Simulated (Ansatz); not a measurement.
The end point of a relaxation of GaSb. Level of theory: r2SCAN (plane waves to 500 eV, PAW, scalar-relativistic; Ansatz, a program for electronic structure).

P6₃mc (No. 186), hP4, wurtzite type; a = b = 4.3208 Å, c = 7.1296 Å, α = β = 90.00°, γ = 120.00°.

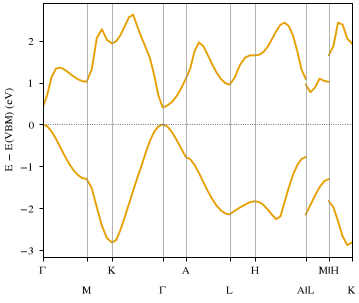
Highest filled and lowest empty band along the path of this cell's Brillouin zone

Task: Read off the gap and say whether it is direct.

Result: 0.40 eV, direct at Γ (no spin-orbit coupling).

Task: How far does the top valence band disperse along this path?

Result: About 2.9 eV.

No spin polarisation in the result. Without spin-orbit coupling the bands of the heavy element are not split, so the gap can be far off.

The run could not lose the symmetry of its start.

The first start was generated by placing the elements on the sites of a structure type. Materials Project lists a structure of GaSb in the same space group, P6₃mc (No. 186); the sites were not compared with it, nor with measured phases. Known forms of GaSb include space group No. 216.
